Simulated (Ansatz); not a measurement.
## Electronic structure of AlF₂H₃O₂···H₂ in real space

```xyz
10

Al   -0.3698    0.6312    0.3764
H     0.5085   -1.9600   -1.3330
O    -0.9110   -0.0411   -1.1041
O    -1.2497    0.4718    1.8283
H     1.5922    1.0304    0.6745
F     0.6303    2.0802    0.2896
H     1.0227   -2.5262   -1.4302
F     1.4715    0.0327    0.8086
H    -0.5795    0.2418   -1.9699
H    -2.1152    0.0390    1.8599
```

All numbers below come from RKS PBE-D4/def2-SVP (Ansatz 0.2.0).

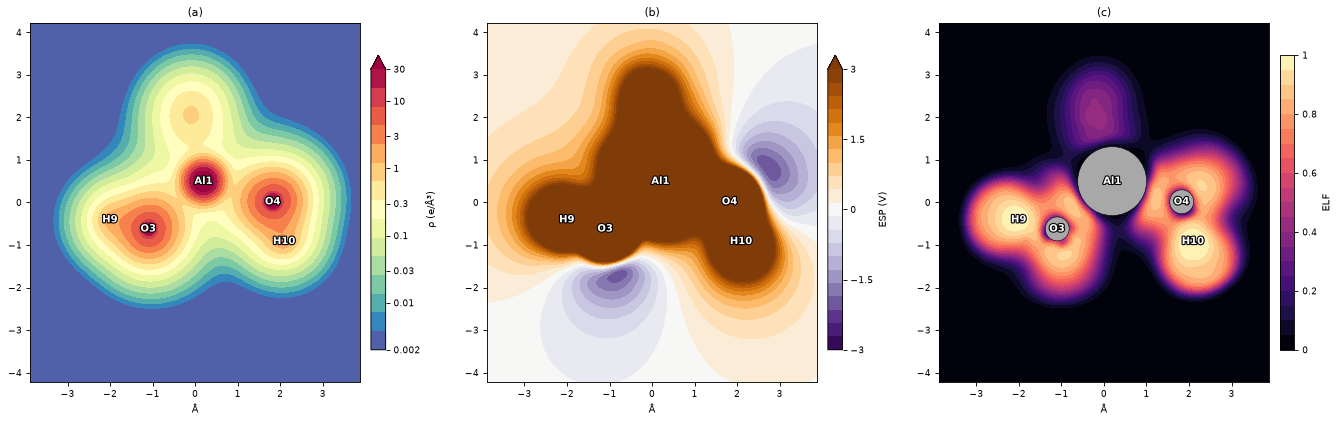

Figure 1. (a) electron density; (b) molecular electrostatic potential; (c) electron localisation function on the plane of atoms Al1, O4 and H10. Grey discs cover the atomic cores in the ELF map.

Question: Read the bonding off the picture.

Answer: Atoms in the plane: Al, O and H.
Al–O (1.71 Å): the density is about 0.84 e/Å³ at the midpoint; the ELF peaks at about 0.90 in the valence shell of O, 0.6 Å from its nucleus, and is about 0.40 at the midpoint.
O–H (0.97 Å): ρ is about 3.6 e/Å³ halfway; the ELF climbs to about 1 towards the hydrogen, as it does in any bond to H; a covalent bond by its length.
The ELF also peaks beside O3 and O4, away from the bonds: lone-pair regions.
Outside the dense part of the complex the potential is most negative (−2.1 V) near O4.

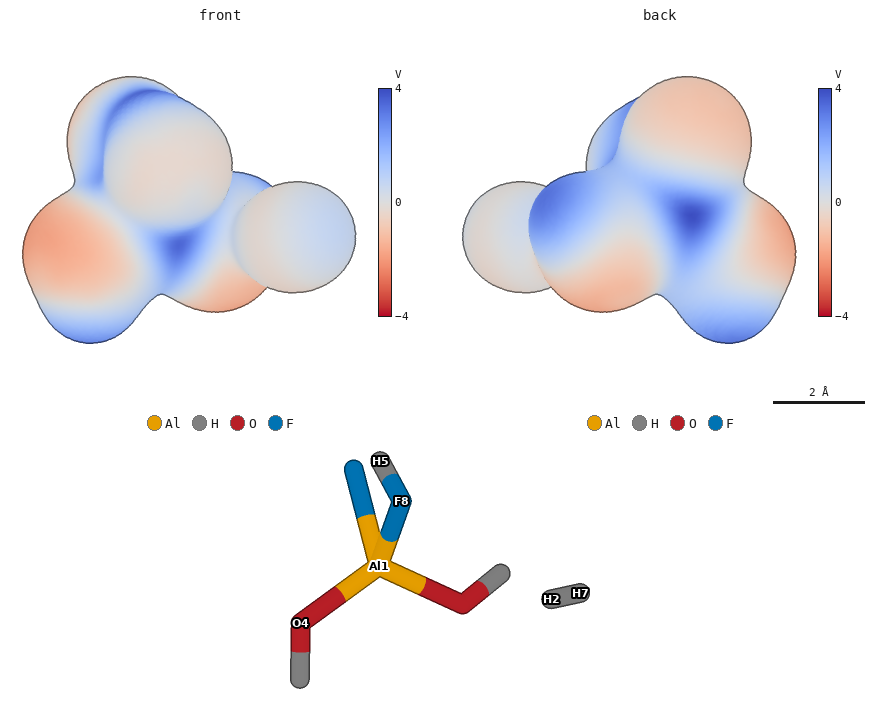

Figure 2. The electrostatic potential painted on the density surface at 0.004 e/bohr³, seen from the front and from behind; red is negative and blue positive. The bare structure is drawn below in the same view.

Question: Describe the electrostatic potential map.

Answer: The most negative region (about −1.8 V) lies over O4, the most positive (about +3.4 V) over Al1 and H5. O4 is the likeliest acceptor of a hydrogen bond.

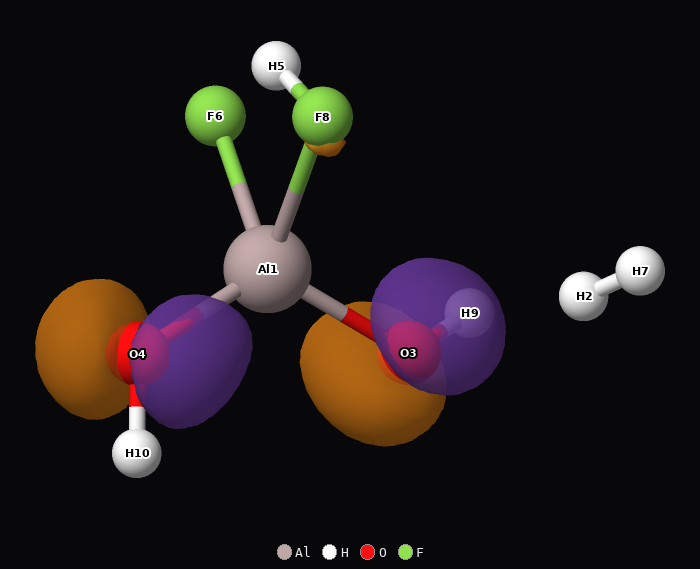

Figure 3. The HOMO−1 at ±0.2 Å⁻³ᐟ² (orange and purple are the two phases), seen across its widest extent.

Question: Where does this orbital lie, and at what energy?

Answer: Its weight (Hirshfeld) is mainly on O3 (about 45 %) and O4 (about 35 %); largely a combination of lone pairs on O3 and O4. Its energy is −7.33 eV.
